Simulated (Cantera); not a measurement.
Charge: 1 mol MgO, 0.33 mol CH₄, 2.5 mol CO, 3.5 mol C, equilibrated at 1400 °C.

Method: chemical equilibrium by Gibbs-energy minimisation in Cantera with the NASA 1993 tables (ideal gas, pure condensed phases). Candidate condensed phases: C, C₆H₆, C₇H₈, C₈H₁₈, H₂O, Mg, MgCO₃, MgO, Mg(OH)₂; 116 gas species. The tables' values for MgH are old estimates; treat these amounts as uncertain. Equilibrium is a limit: real reactors are often held back by kinetics, nucleation or transport.

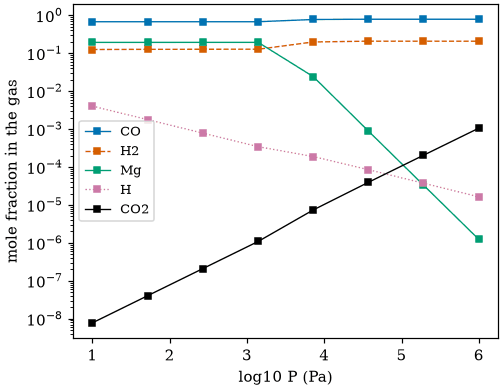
Equilibrium gas composition (values under 1e-9 drawn at 1e-9)

Read off the mole fractions at 52.0 Pa.

CO about 0.68, Mg about 0.19, H₂ about 0.13, H about 0.0018, CO₂ about 4.1e-8.
